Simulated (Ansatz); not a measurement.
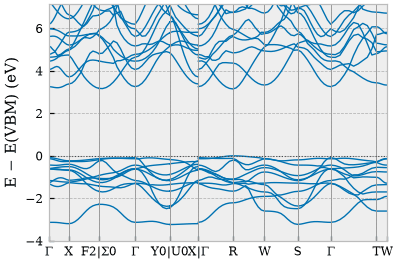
*Band structure from PBE in the plane-wave PAW code Ansatz*

**Question.** Read off the gap and where the band edges lie.

**Answer.** About 3.1 eV (3.15 eV by a search for the band edges); maximum at R, minimum at R.

The material is Ba2YHO3 in space group Immm (No. 71; Pearson symbol oI14).

The start of the workflow was typed in or built on a structure type; neither database checked (COD, Materials Project) lists it. Its standing as an ambient phase is unchecked. The PBE relaxation kept the symmetry of its start; its stability against distortions is not shown here. No spin polarisation was allowed. Scalar-relativistic: spin–orbit coupling is off unless named, which matters more the heavier the elements.

Potentials: the earlier of the program's two PAW sets.
